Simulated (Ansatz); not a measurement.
Amorphous silicon oxynitride (Si₄₅O₁₈N₄₈)

The cell was made by melting and quenching with the CHGNet potential and then relaxed with DFT. O and N atoms were pushed apart under 1.9 Å during the dynamics, to hinder bonds among them. The hot cell started wider than the set density and was brought back towards it in steps. It is the lowest in DFT energy of 2 quenches. It is a model cell: composition and starting density were chosen by hand, and all elements were melted together. No dispersion term was used.

Methods: PBE, scalar-relativistic without spin-orbit coupling (Ansatz, an electronic-structure program); r2SCAN, scalar-relativistic without spin-orbit coupling (Ansatz). Geometry, pressure, stress and energy are those of the PBE run. Its sampling: a 2×2×2 Γ-centred mesh; Fermi-Dirac width 0.02 eV; no spin polarisation. Other functionals are single points at the zone centre (r2SCAN at 500 eV), free to take moments where seeds were set. At PBE the levels at both edges of the gap are localised (band-tail or defect states), and the nearest spread-out levels lie 3.6 eV apart at the zone centre.

* **Number of atoms in the cell**: 111
* **Density (volume relaxed, without dispersion)**: 2.70 g/cm³
* **Volume per atom**: 12.32 Å^3
* **Pressure on a 2×2×2 Γ-centred mesh**: 0.03 GPa
* **Largest force and stress component on that mesh (the relaxation ran on the zone centre alone)**: 0.08 eV/Å and 2.3 GPa
* **Gap between localised states on a 2×2×2 Γ-centred mesh (PBE)**: 0.84 eV
* **Gap between localised states at the zone centre (PBE)**: 0.93 eV
* **Gap between localised states at the zone centre (r2SCAN)**: 1.18 eV

Cut-offs for bonds: Si-Si 2.60 Å, Si-O 2.16 Å, Si-N 2.22 Å, O-O 1.58 Å, O-N 1.64 Å, N-N 1.70 Å. Two cations that share two anions don't count as bonded, nor two that share one unless they lie closer than Si-Si 2.38 Å.

```
Item                                                               Value
---------------------------------  -------------------------------------
Mean coordination of Si by anions   3.93 (4 with 3, 40 with 4, 1 with 5)
Mean coordination of O                        2.06 (17 with 2, 1 with 3)
Mean coordination of N              2.96 (3 with 2, 44 with 3, 1 with 4)
Mean Si-N bond                     1.765 Å (spread 0.069 Å, 140 counted)
Mean Si-O bond                      1.657 Å (spread 0.071 Å, 37 counted)
```

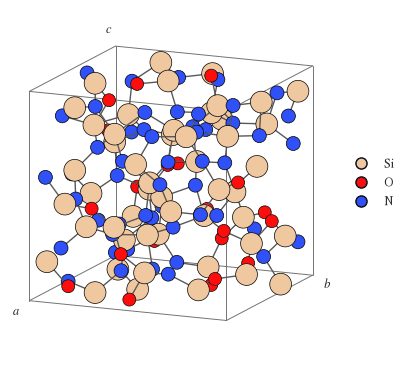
Figure. The relaxed cell

Its density started from a set value of 2.60 g/cm³. The simulated quench (nominally 130 K/ps over its main leg) is rapid and tends to freeze in more defects than a deposited or slowly cooled glass has. One small periodic cell is one sample of the glass; other quenches scatter about these values. The volume was free in the relaxation, at fixed shape. Stress components on the final sampling reach 2.3 GPa.
